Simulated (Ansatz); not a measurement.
# SiGe₂H (sextet): one geometry, many settings

What do other methods and options give for SiGe₂H (sextet) at this geometry, and how long do they take?

Method: the settings change from run to run; program: Ansatz 0.2.0, Gaussian basis.

28 further runs of the same task are left out: 19 that didn't finish, 9 set aside as unsound or not needed.

### Step 1. What is computed

The geometry is a PBE0/def2-TZVP stationary point (not a proven minimum) of the parent state, kept for this charge and spin. No spin-orbit coupling is included. The filled d shell of Ge may be among the frozen orbitals whatever the setting's name suggests; the logs give the count.

4 atoms, charge 0, spin multiplicity 6.

Atoms are counted from 1 here; the program's logs count them from 0.

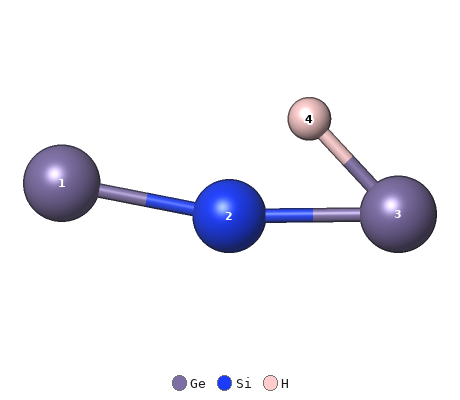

The structure; germanium purple, silicon blue, hydrogen pink; atoms are numbered from 1 in the order of the file.

### Step 2. HF/cc-pVDZ

The input, in.yaml:

```yaml
crystal:
  periodic: [false, false, false]
  atoms:
    - {symbol: Ge, position_ang: [-0.000016, -0.231006, 2.569331]}
    - {symbol: Si, position_ang: [0.000003, -0.477135, 0.238112]}
    - {symbol: Ge, position_ang: [-0.000017, -0.246797, -2.068221]}
    - {symbol: H, position_ang: [0.000031, 0.954938, -0.739221]}
basis:
  gaussian: {orbitals: cc-pVDZ}
magnetization: {spin_polarized: true, initial_magnetization: 5}
hamiltonian: {xc: hf}
accuracy: high
output: {orbitals: {seedname: orbitals}}
```

Started as:

```sh
ansatz run in.yaml --threads 1 --pin off --events-out ev --progress --plain --max-ram 2393MiB
```

What it wrote:

```text
Functional definition: HF
  name "HF"
  cite "Fock, Z. Phys. 61, 126 (1930) doi:10.1007/BF01340294"
  parent pbe
  exchange = exact_x
  correlation = 0
1568 factors; integrals over basis functions are off by at most 4.4e-9 eV
mean field evaluation 1: about -120817.5743 eV, gradient 6.6e0 eV
mean field evaluation 2: about -120817.5926 eV, gradient 6.6e0 eV
mean field evaluation 4: about -120818.3880 eV, gradient 1.4e0 eV
mean field evaluation 8: about -120818.4398 eV, gradient 4.7e-2 eV
mean field evaluation 16: about -120818.4398 eV, gradient 2.0e-2 eV
mean field evaluation 32: about -120818.7047 eV, gradient 1.2e0 eV
mean field evaluation 64: about -120818.6374 eV, gradient 5.7e-1 eV
mean field evaluation 96: about -120818.5462 eV, gradient 1.2e0 eV
mean field evaluation 128: about -120818.7145 eV, gradient 6.8e-1 eV
mean field evaluation 160: about -120818.4213 eV, gradient 4.0e-1 eV
mean field evaluation 192: about -120818.4379 eV, gradient 9.5e-2 eV
mean field evaluation 224: about -120818.2906 eV, gradient 4.4e0 eV
mean field -120818.85433851 eV, -4440.0110029795 hartree, gradient 2.5e-8 eV, S^2 8.811967; 3 other end points of the search recorded, 0 dependent functions left out
reference -120818.85433851 eV, -4440.0110029795 hartree; 42, 37 occupied and 35, 40 virtual orbitals, 1568 factors
Total energy: -120818.85433851 eV, -4440.0110029795 hartree
```

Run time: 24 s. Hardware: 1 thread of Arm Neoverse V1, shared host; peak memory 0.36 GiB.

From the report: ⟨S²⟩ of the determinant 8.812 (pure sextet: 8.75).

### Step 3. CISD/cc-pVDZ

Changes to in.yaml since step 2:

```diff
@@ -9,5 +9,4 @@
   gaussian: {orbitals: cc-pVDZ}
-magnetization: {spin_polarized: true, initial_magnetization: 5}
-hamiltonian: {xc: hf}
-accuracy: high
-output: {orbitals: {seedname: orbitals}}
+magnetization: {spin_polarized: false, initial_magnetization: 5}
+correlation: {active_space: {ras: {orbitals: [4, 5, 35], electrons: 13, max_holes: 2, max_particles: 2}, fixed_orbitals: true}}
+scf: {lower_state_search: off}
```

Launched as before.

What it wrote (excerpt; [...] marks lines left out):

```text
Functional definition: HF
  name "HF"
  cite "Fock, Z. Phys. 61, 126 (1930) doi:10.1007/BF01340294"
  parent pbe
[...]
886 factors; integrals over basis functions are off by at most 1.3e-3 eV
[...]
mean field -120818.57640516 eV, -4440.0007891174 hartree, gradient 3.0e-6 eV, S^2 8.750000; 0 other end points of the search recorded, 0 dependent functions left out
reference -120818.57640516 eV, -4440.0007891174 hartree; 42, 37 occupied and 35, 40 virtual orbitals, 886 factors
state -120824.54662132 eV, -4440.2201905142 hartree
Total energy: -120824.54662132 eV, -4440.2201905142 hartree
Checks for a lower state left out: stability, starts, cluster_reference, orbital_swaps, neighbouring_geometries, increment
```

It took 46 s on 1 thread of Arm Neoverse V1, shared host; peak memory 0.3 GiB.

From the report: 985,226 determinants.

### Step 4. CASCI(5,8)/STO-3G

The input, in.yaml:

```yaml
crystal:
  periodic: [false, false, false]
  atoms:
    - {symbol: Ge, position_ang: [-0.000016, -0.231006, 2.569331]}
    - {symbol: Si, position_ang: [0.000003, -0.477135, 0.238112]}
    - {symbol: Ge, position_ang: [-0.000017, -0.246797, -2.068221]}
    - {symbol: H, position_ang: [0.000031, 0.954938, -0.739221]}
basis:
  gaussian: {orbitals: STO-3G}
magnetization: {spin_polarized: false, initial_magnetization: 5}
correlation: {active_space: {window: {electrons: 5, orbitals: 8}, fixed_orbitals: true, states: [{multiplicity: 6, weights: [1, 1, 1]}]}}
output: {forces: true}
```

Same command.

What it wrote (excerpt; [...] marks lines left out):

```text
Functional definition: HF
  name "HF"
  cite "Fock, Z. Phys. 61, 126 (1930) doi:10.1007/BF01340294"
  parent pbe
[...]
617 factors; integrals over basis functions are off by at most 4.3e-8 eV
[...]
mean field -119441.59724996 eV, -4389.3977385137 hartree, gradient 1.1e-6 eV, S^2 8.750000; 6 other end points of the search recorded, 0 dependent functions left out
reference -119441.59724996 eV, -4389.3977385137 hartree; 42, 37 occupied and 4, 9 virtual orbitals, 617 factors
state -119441.61587572 eV, -4389.3984229978 hartree
state -119440.67647183 eV, -4389.3639005416 hartree
state -119438.94064734 eV, -4389.3001101680 hartree
[...]
Total energy: -119440.41099830 eV, -4389.3541445691 hartree
Atom 0 at    -0.000016    -0.231006     2.569331 Å, force     0.000073     0.102995     0.323434 eV/Å
Atom 1 at     0.000003    -0.477135     0.238112 Å, force    -0.000127     0.088667    -0.381661 eV/Å
Atom 2 at    -0.000017    -0.246797    -2.068221 Å, force     0.000108     0.576455     0.417461 eV/Å
Atom 3 at     0.000031     0.954938    -0.739221 Å, force    -0.000054    -0.768117    -0.359234 eV/Å
Dipole moment:     0.000005    -0.025793     0.132929 e Å
```

Wall time 4.2 s (1 thread of Arm Neoverse V1, shared host).

From the report: 56 determinants; active occupations (of the averaged states) 1.00, 1.00, 1.00, 0.98, 0.35, 0.33, 0.33, 0.01.

### Step 5. MP2 on UHF/cc-pVDZ

The input, in.yaml:

```yaml
crystal:
  periodic: [false, false, false]
  atoms:
    - {symbol: Ge, position_ang: [-0.000016, -0.231006, 2.569331]}
    - {symbol: Si, position_ang: [0.000003, -0.477135, 0.238112]}
    - {symbol: Ge, position_ang: [-0.000017, -0.246797, -2.068221]}
    - {symbol: H, position_ang: [0.000031, 0.954938, -0.739221]}
basis:
  gaussian: {orbitals: cc-pVDZ}
magnetization: {spin_polarized: true, initial_magnetization: 5}
correlation: {method: mp2, electrons: outside_noble_gas}
accuracy: high
output: {forces: true}
```

The command is unchanged.

What it wrote (excerpt; [...] marks lines left out):

```text
Functional definition: HF
  name "HF"
  cite "Fock, Z. Phys. 61, 126 (1930) doi:10.1007/BF01340294"
  parent pbe
[...]
1568 factors; integrals over basis functions are off by at most 4.4e-9 eV
[...]
mean field -120818.85433851 eV, -4440.0110029795 hartree, gradient 2.5e-8 eV, S^2 8.811967; 9 other end points of the search recorded, 0 dependent functions left out
33 core orbitals not correlated: weight in the atoms' cores, before any rotation towards them, 1.000 or more for the frozen orbitals, at most 0.000 for the correlated occupied ones
reference -120818.85433851 eV, -4440.0110029795 hartree; 9, 4 occupied and 35, 40 virtual orbitals, 1568 factors
second order -5.15879207 eV of doubles, -0.00000000 eV of singles
[...]
Total energy: -120824.01313058 eV, -4440.2005850914 hartree
Atom 0 at    -0.000016    -0.231006     2.569331 Å, force    -0.000261     0.170748     1.730951 eV/Å
Atom 1 at     0.000003    -0.477135     0.238112 Å, force     0.000474    -0.375772     0.119141 eV/Å
Atom 2 at    -0.000017    -0.246797    -2.068221 Å, force    -0.000302     0.181360    -1.814108 eV/Å
Atom 3 at     0.000031     0.954938    -0.739221 Å, force     0.000089     0.023664    -0.035984 eV/Å
Dipole moment:     0.000003     0.006194    -0.317799 e Å
```

Run time: 33 s. Hardware: 1 thread of Arm Neoverse V1, shared host; peak memory 0.36 GiB.

From the report: ⟨S²⟩ of the determinant 8.812 (pure sextet: 8.75).

### Step 6. CISD/cc-pVDZ

Changes to in.yaml since step 5:

```diff
@@ -9,5 +9,4 @@
   gaussian: {orbitals: cc-pVDZ}
-magnetization: {spin_polarized: true, initial_magnetization: 5}
-correlation: {method: mp2, electrons: outside_noble_gas}
+magnetization: {spin_polarized: false, initial_magnetization: 5}
+correlation: {active_space: {ras: {orbitals: [4, 5, 35], electrons: 13, max_holes: 2, max_particles: 2}, fixed_orbitals: true}}
 accuracy: high
-output: {forces: true}
```

The command is unchanged.

What it wrote:

```text
Functional definition: HF
  name "HF"
  cite "Fock, Z. Phys. 61, 126 (1930) doi:10.1007/BF01340294"
  parent pbe
  exchange = exact_x
  correlation = 0
1568 factors; integrals over basis functions are off by at most 4.4e-9 eV
mean field evaluation 1: about -120817.5108 eV, gradient 7.6e0 eV
mean field evaluation 2: about -120817.5257 eV, gradient 7.6e0 eV
mean field evaluation 4: about -120818.2163 eV, gradient 1.9e0 eV
mean field evaluation 8: about -120818.2673 eV, gradient 5.3e-2 eV
mean field evaluation 16: about -120818.2673 eV, gradient 2.4e-2 eV
mean field evaluation 32: about -120818.4225 eV, gradient 1.2e0 eV
mean field evaluation 64: about -120818.5762 eV, gradient 9.5e-2 eV
mean field evaluation 96: about -120818.2664 eV, gradient 2.3e-1 eV
mean field -120818.57653066 eV, -4440.0007937293 hartree, gradient 2.9e-8 eV, S^2 8.750000; 9 other end points of the search recorded, 0 dependent functions left out
reference -120818.57653066 eV, -4440.0007937293 hartree; 42, 37 occupied and 35, 40 virtual orbitals, 1568 factors
state -120824.54674671 eV, -4440.2201951225 hartree
Total energy: -120824.54674671 eV, -4440.2201951225 hartree
```

It took 64 s on 1 thread of Arm Neoverse V1, shared host; peak memory 0.32 GiB.

From the report: 985,226 determinants.

### Step 7. MP2 on ROHF/cc-pVDZ

Changes to in.yaml since step 6:

```diff
@@ -10,3 +10,2 @@
 magnetization: {spin_polarized: false, initial_magnetization: 5}
-correlation: {active_space: {ras: {orbitals: [4, 5, 35], electrons: 13, max_holes: 2, max_particles: 2}, fixed_orbitals: true}}
-accuracy: high
+correlation: {method: mp2, electrons: outside_noble_gas}
```

The command is unchanged.

What it wrote (excerpt; [...] marks lines left out):

```text
Functional definition: HF
  name "HF"
  cite "Fock, Z. Phys. 61, 126 (1930) doi:10.1007/BF01340294"
  parent pbe
[...]
886 factors; integrals over basis functions are off by at most 1.3e-3 eV
[...]
mean field -120818.57640516 eV, -4440.0007891174 hartree, gradient 3.0e-6 eV, S^2 8.750000; 9 other end points of the search recorded, 0 dependent functions left out
[...]
33 core orbitals not correlated: weight in the atoms' cores, before any rotation towards them, 1.000 or more for the frozen orbitals, at most 0.000 for the correlated occupied ones
reference -120818.57640516 eV, -4440.0007891174 hartree; 9, 4 occupied and 35, 40 virtual orbitals, 886 factors
second order -5.34982558 eV of doubles, -0.13179265 eV of singles
Total energy: -120824.05802339 eV, -4440.2022348717 hartree
```

Wall time 30 s (1 thread of Arm Neoverse V1, shared host).

### Step 8. MRCISD+Q(7,7)/STO-3G

Changes to in.yaml since step 7:

```diff
@@ -8,4 +8,4 @@
 basis:
-  gaussian: {orbitals: cc-pVDZ}
+  gaussian: {orbitals: STO-3G}
 magnetization: {spin_polarized: false, initial_magnetization: 5}
-correlation: {method: mp2, electrons: outside_noble_gas}
+correlation: {method: fic_mrcisd_q, electrons: outside_noble_gas, active_space: {window: {electrons: 7, orbitals: 7}}}
```

The command is unchanged.

What it wrote (excerpt; [...] marks lines left out):

```text
Functional definition: HF
  name "HF"
  cite "Fock, Z. Phys. 61, 126 (1930) doi:10.1007/BF01340294"
  parent pbe
[...]
456 factors; integrals over basis functions are off by at most 2.2e-5 eV
[...]
mean field -119441.59705288 eV, -4389.3977312710 hartree, gradient 1.3e-6 eV, S^2 8.750000; 6 other end points of the search recorded, 0 dependent functions left out
reference -119441.59705288 eV, -4389.3977312710 hartree; 42, 37 occupied and 4, 9 virtual orbitals, 456 factors
state -119442.13279296 eV, -4389.4174193558 hartree
contracted CI cycle   1: correlation 0.00000000 eV, 0.0000000000 hartree, residual 7.05e0 eV
contracted CI cycle   2: correlation -1.69074181 eV, -0.0621336154 hartree, residual 1.47e0 eV
contracted CI cycle   3: correlation -1.77574321 eV, -0.0652573592 hartree, residual 3.93e-1 eV
contracted CI cycle   4: correlation -1.78252704 eV, -0.0655066604 hartree, residual 1.29e-1 eV
contracted CI cycle   5: correlation -1.78339548 eV, -0.0655385750 hartree, residual 5.19e-2 eV
contracted CI cycle   6: correlation -1.78351879 eV, -0.0655431066 hartree, residual 1.85e-2 eV
contracted CI cycle   7: correlation -1.78353387 eV, -0.0655436607 hartree, residual 6.20e-3 eV
contracted CI cycle   8: correlation -1.78353558 eV, -0.0655437237 hartree, residual 2.22e-3 eV
contracted CI cycle   9: correlation -1.78353580 eV, -0.0655437316 hartree, residual 8.31e-4 eV
state -119442.13279296 eV, -4389.4174193558 hartree; corrected -119444.05464991 eV, -4389.4880462959 hartree
Total energy: -119444.05464991 eV, -4389.4880462959 hartree
```

It took 4.7 s on 1 thread of Arm Neoverse V1, shared host.

From the report: 49 determinants; active occupations 1.92, 1.02, 1.01, 1.00, 0.99, 0.98, 0.09.

### Step 9. BCCD(T) on ROHF/6-31G

Changes to in.yaml since step 8:

```diff
@@ -8,4 +8,5 @@
 basis:
-  gaussian: {orbitals: STO-3G}
+  gaussian: {orbitals: 6-31G}
 magnetization: {spin_polarized: false, initial_magnetization: 5}
-correlation: {method: fic_mrcisd_q, electrons: outside_noble_gas, active_space: {window: {electrons: 7, orbitals: 7}}}
+correlation: {method: bccd_t, electrons: outside_noble_gas}
+output: {forces: true}
```

The command is unchanged.

What it wrote (excerpt; [...] marks lines left out):

```text
Functional definition: HF
  name "HF"
  cite "Fock, Z. Phys. 61, 126 (1930) doi:10.1007/BF01340294"
  parent pbe
[...]
672 factors; integrals over basis functions are off by at most 2.1e-4 eV
[...]
mean field -120800.75048481 eV, -4439.3456986273 hartree, gradient 2.3e-6 eV, S^2 8.750000; 15 other end points of the search recorded, 0 dependent functions left out
[...]
determinant -120800.75048481 eV, -4439.3456986273 hartree, with singles and doubles -120804.26239821 eV, -4439.4747590642 hartree
determinant -120800.13208478 eV, -4439.3229728452 hartree, with singles and doubles -120804.12280814 eV, -4439.4696292239 hartree
determinant -120799.05872562 eV, -4439.2835276236 hartree, with singles and doubles -120803.21827256 eV, -4439.4363881545 hartree
determinant -120798.11108111 eV, -4439.2487023302 hartree, with singles and doubles -120801.68323096 eV, -4439.3799764160 hartree
[...]
33 core orbitals not correlated: weight in the atoms' cores, before any rotation towards them, 0.999 or more for the frozen orbitals, at most 0.001 for the correlated occupied ones
reference -120800.75048481 eV, -4439.3456986273 hartree; 9, 4 occupied and 31, 36 virtual orbitals, 672 factors
second order -2.59327976 eV of doubles, -0.06290440 eV of singles
cycle   1  -3.53547660 eV  change   -7.0e-3 eV  update   2.1e-2
[...]
cycle   6  -3.52451035 eV  change   -5.7e-8 eV  update   1.6e-7
perturbative correction -0.14752406 eV, -0.0054214092 hartree
[...]
Total energy: -120804.42251922 eV, -4439.4806434028 hartree
Atom 0 at    -0.000016    -0.231006     2.569331 Å, force    -0.000123     0.256868     2.146643 eV/Å
Atom 1 at     0.000003    -0.477135     0.238112 Å, force     0.000227    -0.803447     0.669078 eV/Å
Atom 2 at    -0.000017    -0.246797    -2.068221 Å, force    -0.000158    -0.005913    -2.976072 eV/Å
Atom 3 at     0.000031     0.954938    -0.739221 Å, force     0.000054     0.552491     0.160351 eV/Å
Dipole moment:     0.000003    -0.006716    -0.140533 e Å
```

Wall time 61 s (1 thread of Arm Neoverse V1, shared host); peak memory 0.28 GiB.

From the report: correlation -3.6720 eV; largest double amplitude 0.11.

### Step 10. CCSD(T) on ROHF/def2-SVP

Changes to in.yaml since step 9:

```diff
@@ -8,5 +8,7 @@
 basis:
-  gaussian: {orbitals: 6-31G}
+  gaussian: {orbitals: def2-SVP}
 magnetization: {spin_polarized: false, initial_magnetization: 5}
-correlation: {method: bccd_t, electrons: outside_noble_gas}
+correlation: {method: ccsd_t, electrons: outside_noble_gas}
+accuracy: high
+scf: {omitted_lower_state_checks: [cluster_reference]}
 output: {forces: true}
```

The command is unchanged.

What it wrote (excerpt; [...] marks lines left out):

```text
Functional definition: HF
  name "HF"
  cite "Fock, Z. Phys. 61, 126 (1930) doi:10.1007/BF01340294"
  parent pbe
[...]
1535 factors; integrals over basis functions are off by at most 9.9e-9 eV
[...]
mean field -120803.31745939 eV, -4439.4400332032 hartree, gradient 3.5e-8 eV, S^2 8.750000; 9 other end points of the search recorded, 0 dependent functions left out
33 core orbitals not correlated: weight in the atoms' cores, before any rotation towards them, 1.000 or more for the frozen orbitals, at most 0.000 for the correlated occupied ones
reference -120803.31745939 eV, -4439.4400332032 hartree; 9, 4 occupied and 45, 50 virtual orbitals, 1535 factors
second order -5.32970025 eV of doubles, -0.12998417 eV of singles
cycle   1  -6.19525701 eV  change   -7.3e-1 eV  update   9.7e-2
[...]
cycle  40  -6.60740596 eV  change  -2.0e-10 eV  update   1.4e-9
perturbative correction -0.33017364 eV, -0.0121336576 hartree
[...]
Total energy: -120810.25503900 eV, -4439.6949845512 hartree
Atom 0 at    -0.000016    -0.231006     2.569331 Å, force    -0.000432     0.184893     1.562375 eV/Å
Atom 1 at     0.000003    -0.477135     0.238112 Å, force     0.000787    -0.310192     0.205773 eV/Å
Atom 2 at    -0.000017    -0.246797    -2.068221 Å, force    -0.000504     0.177225    -1.847833 eV/Å
Atom 3 at     0.000031     0.954938    -0.739221 Å, force     0.000149    -0.051926     0.079685 eV/Å
Dipole moment:     0.000002     0.013784    -0.203572 e Å
Checks for a lower state left out: cluster_reference
```

Wall time 70 s (1 thread of Arm Neoverse V1, shared host); peak memory 0.58 GiB.

From the report: correlation -6.9376 eV; T1 0.048; largest double amplitude 0.09.

### Step 11. The runs in one table

```csv
level,correlated,functions,energy (eV),time
HF/cc-pVDZ,,77,-120818.8543,24 s
CISD/cc-pVDZ,outside noble gas,77,-120824.5466,46 s
"CASCI(5,8)/STO-3G (mean of several states)",,46,-119440.4110,4.2 s
MP2 on UHF/cc-pVDZ,outside noble gas,77,-120824.0131,33 s
CISD/cc-pVDZ,outside noble gas,77,-120824.5467,64 s
MP2 on ROHF/cc-pVDZ,outside noble gas,77,-120824.0580,30 s
"MRCISD+Q(7,7)/STO-3G",outside noble gas,46,-119444.0546,4.7 s
BCCD(T) on ROHF/6-31G,outside noble gas,73,-120804.4225,61 s
CCSD(T) on ROHF/def2-SVP,outside noble gas,87,-120810.2550,70 s
```

### Step 12. Results

```
quantity                                              value
    runs                                                  9
quickest  CASCI(5,8)/STO-3G (mean of several states), 4.2 s
 slowest                     CCSD(T) on ROHF/def2-SVP, 70 s
```

What this shows: Total energies in different bases, with other cores or another treatment of relativity can't be set against each other. CCSD(T) on ROHF/def2-SVP took 17 times as long as CASCI(5,8)/STO-3G (mean of several states); the jobs differ in more than the method.
